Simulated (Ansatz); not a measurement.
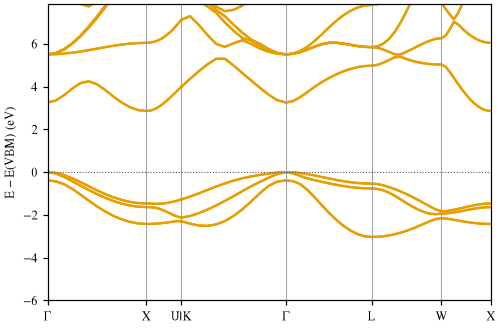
Figure: Band structure from DFT-PBE with spin–orbit coupling in the program Ansatz with PAW potentials

Q: Read off the gap and where the band edges lie.

A: About 2.9 eV (2.85 eV by a search for the band edges); maximum at Γ, minimum at X.

The material is Li2Se (anti-fluorite, Fm-3m).

Symmetry was held in the PBE relaxation.

Potentials: the later of the program's two PAW sets.
